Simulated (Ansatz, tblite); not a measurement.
**The cluster Sn3H2: charged states by level of theory**

Aim: the energy of removing and adding an electron for the cluster Sn3H2, by energy differences, and how well orbital energies stand in for it.

The runs use Ansatz 0.2.0, Gaussian basis; as each input shows.

The runs, in order: charge +1 doublet, at the geometry of the singlet (PBE0-D4/def2-TZVP, PBE-D4/def2-TZVP, r2SCAN-D4/def2-TZVP); charge -1 doublet, at the geometry of the singlet (PBE0-D4/def2-TZVPD, PBE-D4/def2-TZVPD, r2SCAN-D4/def2-TZVPD); the starting singlet's energies come from earlier runs.

6 further runs of the same task are left out: 6 set aside as unsound or not needed.

## Step 1: The geometry

The geometry is that of the singlet, from an earlier relaxation (PBE-D4/def2-SVP). At that level it is the lowest of the isomers that a small search found.

5 atoms, charge 0, spin multiplicity 1.

Atoms are counted from 1 here; the program's logs count them from 0.

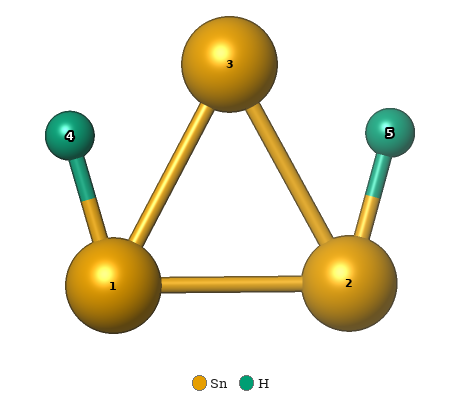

The geometry (tin amber, hydrogen teal); atoms are numbered from 1 in the order of the file.

Geometry (Å):

| atom | x (Å) | y (Å) | z (Å) |
| --- | --- | --- | --- |
| Sn1 | -1.8074 | 0.5481 | 0.1665 |
| Sn2 | -0.3314 | -1.8256 | -0.3898 |
| Sn3 | 1.1915 | 0.7102 | 0.1299 |
| H4 | -0.5296 | 1.8966 | 0.4277 |
| H5 | 1.4769 | -1.3294 | -0.3342 |

Sn takes a core potential in the def2 sets. No spin-orbit coupling is included.

## Step 2: Charge +1 doublet at the fixed geometry, PBE0-D4/def2-TZVP

Contents of in.yaml:

```yaml
crystal:
  periodic: [false, false, false]
  atoms:
    - {symbol: Sn, position_ang: [-1.807357, 0.548145, 0.166461]}
    - {symbol: Sn, position_ang: [-0.331423, -1.825587, -0.389795]}
    - {symbol: Sn, position_ang: [1.191460, 0.710191, 0.129896]}
    - {symbol: H, position_ang: [-0.529569, 1.896638, 0.427666]}
    - {symbol: H, position_ang: [1.476900, -1.329387, -0.334229]}
basis:
  gaussian: {orbitals: def2-TZVP}
total_charge: 1
magnetization: {spin_polarized: true, initial_magnetization: 1}
hamiltonian: {xc: pbe0, dispersion: d4}
scf: {omitted_lower_state_checks: [starts]}
output: {orbitals: {seedname: orbitals}}
```

Launch:

```console
$ ansatz run in.yaml --threads 4 --pin off --events-out ev --progress --plain --max-ram 8704MiB
```

Output:

```text
Functional definition: PBE0
  name "PBE0"
  cite "Adamo & Barone, J. Chem. Phys. 110, 6158 (1999) doi:10.1063/1.478522"
  cite "Perdew, Burke & Ernzerhof, Phys. Rev. Lett. 77, 3865 (1996) doi:10.1103/PhysRevLett.77.3865"
  parent pbe
  parameter a = 0.25
  parameter kappa = 0.804
  parameter beta = 0.06672455060314922
  exchange = (1 - a)*pbe_x(kappa = kappa, mu = beta*pi^2/3) + a*exact_x
  correlation = pbe_c(beta = beta)
these checks for a lower state are left out or cut short: starts
1471 factors; their error is unknown
mean field evaluation 1: about -17518.9591 eV, gradient 1.9e1 eV
mean field evaluation 2: about -17517.8782 eV, gradient 2.7e1 eV
mean field evaluation 4: about -17520.9416 eV, gradient 2.7e0 eV
mean field evaluation 8: about -17520.9926 eV, gradient 2.7e-2 eV
mean field evaluation 16: about -17521.2388 eV, gradient 4.4e-3 eV
mean field evaluation 32: about -17521.2388 eV, gradient 3.1e-6 eV
mean field -17521.23878897 eV, -643.8936491725 hartree, gradient 3.1e-6 eV, S^2 0.752622; 0 other end points of the search recorded, 0 dependent functions left out
reference -17521.23882567 eV, -643.8936505212 hartree; 34, 33 occupied and 128, 129 virtual orbitals, 1471 factors
Total energy: -17521.39127517 eV, -643.8992529370 hartree
Checks for a lower state left out: starts
```

Wall time 14 s (4 threads of Arm Neoverse N1, shared host); peak memory 0.65 GiB.

From the report: HOMO -10.55 eV, LUMO -8.80 eV (over both spins); ⟨S²⟩ 0.753 (pure: 0.75).

## Step 3: Charge +1 doublet at the fixed geometry, PBE-D4/def2-TZVP

start.molden holds the orbitals of an earlier run on this state, given as this run's starting guess.

Edit in.yaml of step 2 so:

```diff
@@ -9,6 +9,6 @@
 basis:
-  gaussian: {orbitals: def2-TZVP}
+  gaussian: {orbitals: def2-TZVP, initial_orbitals: start.molden}
 total_charge: 1
 magnetization: {spin_polarized: true, initial_magnetization: 1}
-hamiltonian: {xc: pbe0, dispersion: d4}
+hamiltonian: {xc: pbe, dispersion: d4}
 scf: {omitted_lower_state_checks: [starts]}
```

The command is unchanged.

Output:

```text
Functional definition: PBE
  name "PBE"
  cite "Perdew, Burke & Ernzerhof, Phys. Rev. Lett. 77, 3865 (1996) doi:10.1103/PhysRevLett.77.3865"
  parent pbe
  parameter kappa = 0.804
  parameter beta = 0.06672455060314922
  exchange = pbe_x(kappa = kappa, mu = beta*pi^2/3)
  correlation = pbe_c(beta = beta)
these checks for a lower state are left out or cut short: starts
1252 factors; their error is unknown
mean field evaluation 1: about -17520.7849 eV, gradient 4.7e0 eV
mean field evaluation 2: about -17520.8728 eV, gradient 9.0e-2 eV
mean field evaluation 4: about -17520.8643 eV, gradient 2.3e-4 eV
mean field evaluation 8: about -17520.8643 eV, gradient 2.8e-5 eV
mean field -17520.86433197 eV, -643.8798881316 hartree, gradient 2.2e-6 eV, S^2 0.751891; 0 other end points of the search recorded, 0 dependent functions left out
reference -17520.86438050 eV, -643.8798899150 hartree; 34, 33 occupied and 128, 129 virtual orbitals, 1252 factors
Total energy: -17521.04323535 eV, -643.8864627095 hartree
Checks for a lower state left out: starts
```

Run time: 11 s. Hardware: 4 threads of Arm Neoverse N1, shared host.

Report: HOMO -9.77 eV, LUMO -9.55 eV (over both spins); ⟨S²⟩ 0.752 (pure: 0.75).

## Step 4: Charge +1 doublet at the fixed geometry, r2SCAN-D4/def2-TZVP

Edit in.yaml of step 3 so:

```diff
@@ -12,3 +12,3 @@
 magnetization: {spin_polarized: true, initial_magnetization: 1}
-hamiltonian: {xc: pbe, dispersion: d4}
+hamiltonian: {xc: r2scan, dispersion: d4}
 scf: {omitted_lower_state_checks: [starts]}
```

The command is unchanged.

Output:

```text
Functional definition: r2SCAN
  name "r2SCAN"
  cite "Furness, Kaplan, Ning, Perdew & Sun, J. Phys. Chem. Lett. 11, 8208 (2020) doi:10.1021/acs.jpclett.0c02405"
  cite "Furness, Kaplan, Ning, Perdew & Sun, J. Phys. Chem. Lett. 11, 9248 (2020) doi:10.1021/acs.jpclett.0c03077"
  parent r2scan
  parameter k0 = 0.174
  parameter k1 = 0.065
  parameter a1 = 4.9479
  exchange = r2scan_x(k0 = k0, k1 = k1, a1 = a1)
  correlation = r2scan_c
these checks for a lower state are left out or cut short: starts
1252 factors; their error is unknown
mean field evaluation 1: about -17527.2351 eV, gradient 4.3e0 eV
mean field evaluation 2: about -17527.2919 eV, gradient 6.5e-2 eV
mean field evaluation 4: about -17527.2840 eV, gradient 1.5e-4 eV
mean field evaluation 8: about -17527.2840 eV, gradient 1.9e-5 eV
mean field -17527.28403260 eV, -644.1158077783 hartree, gradient 4.6e-6 eV, S^2 0.754490; 0 other end points of the search recorded, 0 dependent functions left out
reference -17527.28405600 eV, -644.1158086381 hartree; 34, 33 occupied and 128, 129 virtual orbitals, 1252 factors
Total energy: -17527.31600850 eV, -644.1169828707 hartree
Checks for a lower state left out: starts
```

It took 26 s on 4 threads of Arm Neoverse N1, shared host.

HOMO -10.01 eV, LUMO -9.42 eV (over both spins); ⟨S²⟩ 0.754 (pure: 0.75).

## Step 5: Vertical ionisation energy

Charged state less starting state, singlet to doublet; the starting state's energies are those of its earlier runs.

| level | vertical ionisation energy (eV) | time |
| --- | --- | --- |
| PBE-D4/def2-TZVP | +7.26 | 13 s |
| r2SCAN-D4/def2-TZVP | +7.29 | 32 s |
| PBE0-D4/def2-TZVP | +7.22 | 21 s |

Times add the two runs; a level without a time comes out of a correlated run.

Beside −ε(HOMO) of the starting state:

| level | −ε(HOMO) (eV) | by difference (eV) | mismatch (eV) |
| --- | --- | --- | --- |
| PBE-D4/def2-TZVP | 4.96 | 7.26 | -2.30 |
| r2SCAN-D4/def2-TZVP | 5.16 | 7.29 | -2.13 |
| PBE0-D4/def2-TZVP | 5.61 | 7.22 | -1.61 |

## Step 6: Charge -1 doublet at the fixed geometry, PBE0-D4/def2-TZVPD

Edit in.yaml of step 4 so:

```diff
@@ -9,6 +9,6 @@
 basis:
-  gaussian: {orbitals: def2-TZVP, initial_orbitals: start.molden}
-total_charge: 1
+  gaussian: {orbitals: def2-TZVPD}
+total_charge: -1
 magnetization: {spin_polarized: true, initial_magnetization: 1}
-hamiltonian: {xc: r2scan, dispersion: d4}
+hamiltonian: {xc: pbe0, dispersion: d4}
 scf: {omitted_lower_state_checks: [starts]}
```

The command is unchanged.

Output, shortened:

```text
Functional definition: PBE0
  name "PBE0"
  cite "Adamo & Barone, J. Chem. Phys. 110, 6158 (1999) doi:10.1063/1.478522"
  cite "Perdew, Burke & Ernzerhof, Phys. Rev. Lett. 77, 3865 (1996) doi:10.1103/PhysRevLett.77.3865"
  parent pbe
[...]
1566 factors; their error is unknown
[...]
mean field -17529.46630229 eV, -644.1960047101 hartree, gradient 1.1e-5 eV, S^2 0.870495; 0 other end points of the search recorded, 0 dependent functions left out
reference -17529.46633033 eV, -644.1960057405 hartree; 35, 34 occupied and 151, 152 virtual orbitals, 1566 factors
Total energy: -17529.64944611 eV, -644.2027351213 hartree
Checks for a lower state left out: starts
```

Wall time 22 s (4 threads of Arm Neoverse N1, shared host); peak memory 0.83 GiB.

HOMO 0.35 eV, LUMO 1.90 eV (over both spins); ⟨S²⟩ 0.870 (pure: 0.75). Doubts: highest occupied level lies above zero.

## Step 7: Charge -1 doublet at the fixed geometry, PBE-D4/def2-TZVPD

Edit in.yaml of step 6 so:

```diff
@@ -9,6 +9,6 @@
 basis:
-  gaussian: {orbitals: def2-TZVPD}
+  gaussian: {orbitals: def2-TZVPD, initial_orbitals: start.molden}
 total_charge: -1
 magnetization: {spin_polarized: true, initial_magnetization: 1}
-hamiltonian: {xc: pbe0, dispersion: d4}
+hamiltonian: {xc: pbe, dispersion: d4}
 scf: {omitted_lower_state_checks: [starts]}
```

The command is unchanged.

Output:

```text
Functional definition: PBE
  name "PBE"
  cite "Perdew, Burke & Ernzerhof, Phys. Rev. Lett. 77, 3865 (1996) doi:10.1103/PhysRevLett.77.3865"
  parent pbe
  parameter kappa = 0.804
  parameter beta = 0.06672455060314922
  exchange = pbe_x(kappa = kappa, mu = beta*pi^2/3)
  correlation = pbe_c(beta = beta)
these checks for a lower state are left out or cut short: starts
1314 factors; their error is unknown
mean field evaluation 1: about -17528.9217 eV, gradient 4.7e0 eV
mean field evaluation 2: about -17529.0313 eV, gradient 1.8e-1 eV
mean field evaluation 4: about -17529.0292 eV, gradient 7.1e-2 eV
mean field evaluation 8: about -17529.0305 eV, gradient 2.0e-2 eV
mean field evaluation 16: about -17529.0306 eV, gradient 6.3e-3 eV
mean field -17529.03063810 eV, -644.1799943466 hartree, gradient 6.0e-6 eV, S^2 0.753476; 0 other end points of the search recorded, 0 dependent functions left out
reference -17529.03067476 eV, -644.1799956938 hartree; 35, 34 occupied and 151, 152 virtual orbitals, 1314 factors
Total energy: -17529.24555688 eV, -644.1878924660 hartree
Checks for a lower state left out: starts
```

Wall time 18 s (4 threads of Arm Neoverse N1, shared host).

HOMO 1.11 eV, LUMO 1.28 eV (over both spins); ⟨S²⟩ 0.753 (pure: 0.75). Doubts: highest occupied level lies above zero.

## Step 8: Charge -1 doublet at the fixed geometry, r2SCAN-D4/def2-TZVPD

Edit in.yaml of step 7 so:

```diff
@@ -12,3 +12,3 @@
 magnetization: {spin_polarized: true, initial_magnetization: 1}
-hamiltonian: {xc: pbe, dispersion: d4}
+hamiltonian: {xc: r2scan, dispersion: d4}
 scf: {omitted_lower_state_checks: [starts]}
```

Same command.

Output:

```text
Functional definition: r2SCAN
  name "r2SCAN"
  cite "Furness, Kaplan, Ning, Perdew & Sun, J. Phys. Chem. Lett. 11, 8208 (2020) doi:10.1021/acs.jpclett.0c02405"
  cite "Furness, Kaplan, Ning, Perdew & Sun, J. Phys. Chem. Lett. 11, 9248 (2020) doi:10.1021/acs.jpclett.0c03077"
  parent r2scan
  parameter k0 = 0.174
  parameter k1 = 0.065
  parameter a1 = 4.9479
  exchange = r2scan_x(k0 = k0, k1 = k1, a1 = a1)
  correlation = r2scan_c
these checks for a lower state are left out or cut short: starts
1314 factors; their error is unknown
mean field evaluation 1: about -17535.6157 eV, gradient 4.4e0 eV
mean field evaluation 2: about -17535.6751 eV, gradient 8.3e-2 eV
mean field evaluation 4: about -17535.6682 eV, gradient 1.6e-2 eV
mean field evaluation 8: about -17535.6682 eV, gradient 2.6e-5 eV
mean field -17535.66820671 eV, -644.4239204938 hartree, gradient 2.6e-5 eV, S^2 0.912876; 0 other end points of the search recorded, 0 dependent functions left out
reference -17535.66823341 eV, -644.4239214750 hartree; 35, 34 occupied and 151, 152 virtual orbitals, 1314 factors
Total energy: -17535.70751646 eV, -644.4253651004 hartree
Checks for a lower state left out: starts
```

Wall time 17 s (4 threads of Arm Neoverse N1, shared host).

From the report: HOMO 0.82 eV, LUMO 1.49 eV (over both spins); ⟨S²⟩ 0.913 (pure: 0.75). Doubts: spin contamination, highest occupied level lies above zero.

## Step 9: Vertical electron affinity

Starting state less charged state (positive: the electron is bound), singlet to doublet; the starting state's energies are those of its earlier runs.

| level | vertical electron affinity (eV) | time |
| --- | --- | --- |
| PBE-D4/def2-TZVPD | +0.92 | 21 s |
| r2SCAN-D4/def2-TZVPD | +1.08 | 23 s |
| PBE0-D4/def2-TZVPD | +1.02 | 26 s |

Times add the two runs; a level without a time comes out of a correlated run.

Beside −ε(LUMO) of the starting state:

| level | −ε(LUMO) (eV) | by difference (eV) | mismatch (eV) |
| --- | --- | --- | --- |
| PBE-D4/def2-TZVPD | 2.94 | 0.92 | +2.02 |
| r2SCAN-D4/def2-TZVPD | 2.94 | 1.08 | +1.86 |
| PBE0-D4/def2-TZVPD | 2.37 | 1.02 | +1.35 |

## Step 10: Results

| quantity | value |
| --- | --- |
| vertical ionisation energy, functionals in def2-TZVP | 7.22 (PBE0-D4) to 7.29 eV (r2SCAN-D4) |
| vertical electron affinity, functionals in def2-TZVPD | 0.92 (PBE-D4) to 1.08 eV (r2SCAN-D4) |

What this shows: The vertical ionisation energy spans 7.22 to 7.29 eV over the functionals. −ε(HOMO) misses the level's own difference by -1.61 eV at best (PBE0-D4) and -2.30 eV at worst (PBE-D4). The vertical electron affinity spans 0.92 to 1.08 eV over the functionals. The anion's highest level lies above zero where self-interaction lifts it, so diffuse functions weigh on these values. −ε(LUMO) misses the level's own difference by +1.35 eV at best (PBE0-D4) and +2.02 eV at worst (PBE-D4).
